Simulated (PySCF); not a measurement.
# C2H7NOSi: the cost of one run

Computed with PySCF 2.14.0, with density-fitted response routines of our own, on a single molecule in the gas phase. Atoms count from 0, in the outputs and in this text.

## 1. The starting structure

12 atoms, charge 0, multiplicity 1; geometry from: GFN2-xTB. The atoms were then displaced at random by about 0.01 Å, so the start is not that level's minimum.

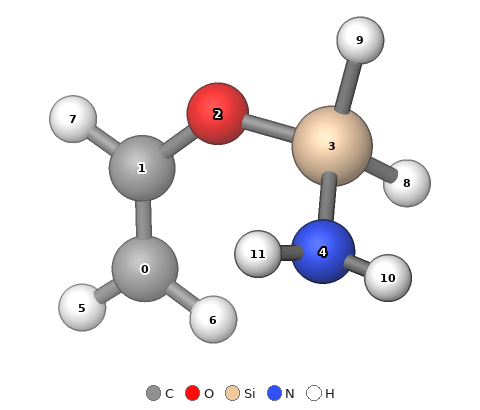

The starting geometry (carbon grey, oxygen red, silicon light orange, nitrogen blue, hydrogen white), atoms numbered.

## 2. Geometry optimisation at PBE0-D3(BJ)/def2-SVP

What the job is given:

```
{"job": {"xc": "PBE0", "basis": "def2-SVP", "d3": "d3bj", "grid": 1, "shake": 0.01, "kind": "geom"}, "charge": 0, "multiplicity": 1}
C      1.854240     0.592000    -0.017640
C      1.446890    -0.526950     0.523790
O      0.230280    -1.107810     0.395530
Si    -1.065530    -0.717600    -0.428080
N     -1.659000     0.833640     0.044970
H      2.820530     1.005250     0.133790
H      1.173120     1.188450    -0.636810
H      2.133340    -1.103350     1.147150
H     -0.880710    -0.596690    -1.845450
H     -1.898180    -1.883500    -0.026710
H     -2.515550     1.195190    -0.337070
H     -1.599740     1.093110     1.037500
```

On the command line:

```
> OMP_NUM_THREADS=1 python probes_run.py task.json out
```

The driver reads the jobs from task.json and runs them one after another.

Q: Estimate the wall time and peak memory of this first job on 1 thread of Arm Neoverse V2, shared host.

About 63 s, with a peak of 0.46 GiB.
